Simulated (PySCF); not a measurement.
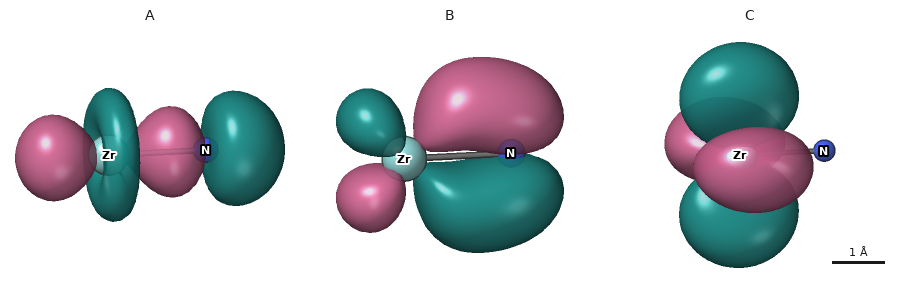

Figure 1: ZrN (doublet). Three frontier α-spin orbitals, each drawn at the value that holds 80 % of its norm (teal and pink are the two phases), in no order; of a degenerate pair one member is drawn.

Core potentials replace the inner electrons of Zr.

The calculation used PBE0/cc-pVDZ(-PP), non-relativistic Hamiltonian with scalar-relativistic core potentials where named, at a bond length of 1.692 Å (PySCF).

Label each orbital by symmetry, say whether it is occupied, and order them by energy.

Answer. Orbital B: π, occupied in this spin, −7.29 eV; bonding, with no node between the atoms.
Orbital A: σ, occupied in this spin, −6.69 eV; shared between the atoms (Zr 45 %, N 55 %).
Orbital C: δ, empty in this spin, −2.33 eV; almost wholly on Zr.
